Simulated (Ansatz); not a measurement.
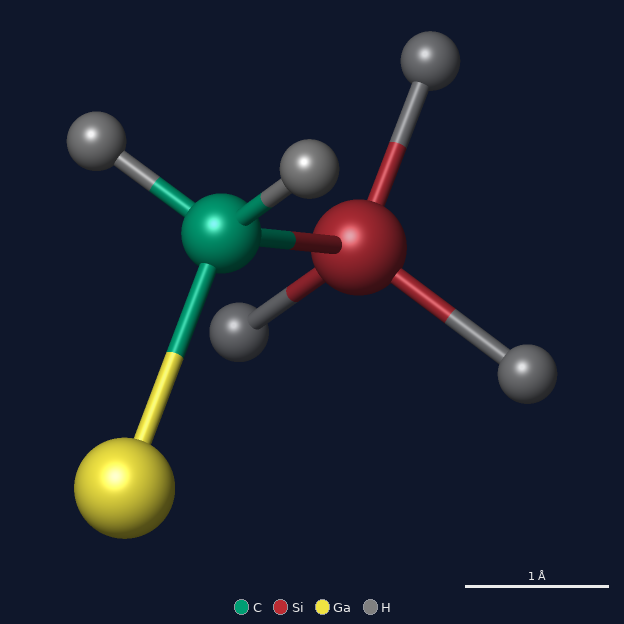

The picture shows the input geometry.

The calculation was set up as follows.

```yaml
crystal:
  periodic: [false, false, false]
  atoms:
    - {symbol: C, position_ang: [-0.854566, -0.216698, -0.299195]}
    - {symbol: Si, position_ang: [0.825158, 0.395578, 0.199282]}
    - {symbol: Ga, position_ang: [-1.255921, -2.168610, 0.174726]}
    - {symbol: H, position_ang: [-0.980921, -0.114085, -1.385483]}
    - {symbol: H, position_ang: [-1.630767, 0.395775, 0.179481]}
    - {symbol: H, position_ang: [1.091911, 1.823807, -0.135465]}
    - {symbol: H, position_ang: [1.886250, -0.418863, -0.461465]}
    - {symbol: H, position_ang: [1.010956, 0.246094, 1.672220]}
basis:
  gaussian: {orbitals: def2-TZVPD}
hamiltonian: {xc: {name: B97}}
```

It was started with:

```sh
ansatz run in.yaml --threads 2 --pin off --events-out ev --progress --plain --max-ram 4352MiB
```

Output:

```
Functional definition: B97
  name "B97"
  cite "Becke, J. Chem. Phys. 107, 8554 (1997) doi:10.1063/1.475007"
  parameter cx = 0.1943
  parameter cx0 = 0.8094
  parameter cx1 = 0.5073
  parameter cx2 = 0.7481
  parameter css0 = 0.1737
  parameter css1 = 2.3487
  parameter css2 = -2.4868
  parameter cos0 = 0.9454
  parameter cos1 = 0.7471
  parameter cos2 = -4.5961
  exchange = spin_sum(e_x_unif_s*poly(b97_u_x, cx0, cx1, cx2)) + cx*exact_x
  correlation = spin_sum(e_c_pw_same_spin*poly(b97_u_same, css0, css1, css2))
      + integral(e_c_pw_opposite_spin*poly(b97_u_opposite, cos0, cos1, cos2))
1137 factors; their error is unknown
mean field evaluation 1: about -61361.8177 eV, gradient 6.1e1 eV
mean field evaluation 2: about -61343.0203 eV, gradient 9.3e1 eV
mean field evaluation 4: about -61370.3613 eV, gradient 3.4e0 eV
mean field evaluation 8: about -61370.5166 eV, gradient 2.6e-1 eV
mean field -61370.51669884 eV, -2255.3248902522 hartree, gradient 5.9e-5 eV, S^2 0.000000; 0 other end points of the search recorded, 0 dependent functions left out
reference -61370.51673129 eV, -2255.3248914444 hartree; 28, 28 occupied and 151, 151 virtual orbitals, 1137 factors
Total energy: -61370.51673129 eV, -2255.3248914444 hartree
```

Self-consistency was reached.
